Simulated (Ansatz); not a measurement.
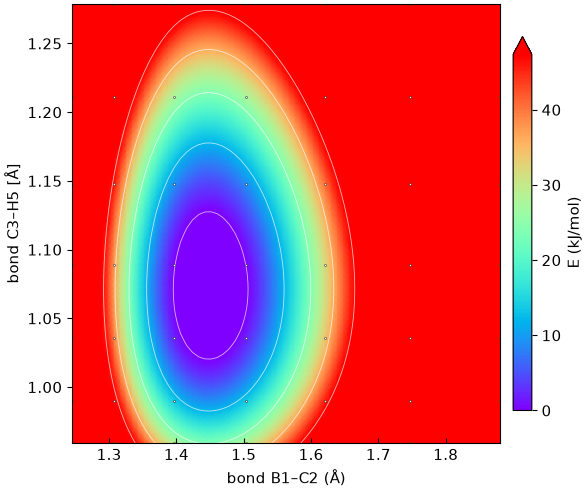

C2H2B, SMILES B=C=[CH], spin multiplicity 2. 
- Two internal coordinates are moved rigidly from the geometry relaxed at PBE0-D4/def2-TZVP, all others fixed.
- Coordinates scanned: (1) bond B1–C2; (2) bond C3–H5.
- Grid: 7 × 7 points.
- Points are written as (first, second).
- Energies: kJ/mol, counted from the lowest grid point.
- Method: UKS PBE-D4/def2-TZVPP in Ansatz 0.2.0.

The picture shows a smooth colour map with a few white contour lines, dots at the grid points, one colour for all values above the top of the scale. Between grid points the surface is interpolated.

**Estimate the position of the minimum and the force constants in these coordinates.**

The interpolated minimum is at bond B1–C2 ≈ 1.448 Å, bond C3–H5 ≈ 1.071 Å. The curvatures there are about 34 eV/Å² and 38 eV/Å², with a cross term of about 0 eV/Å². Round the minimum the two coordinates are nearly uncoupled. (1 eV is 96.5 kJ/mol.)
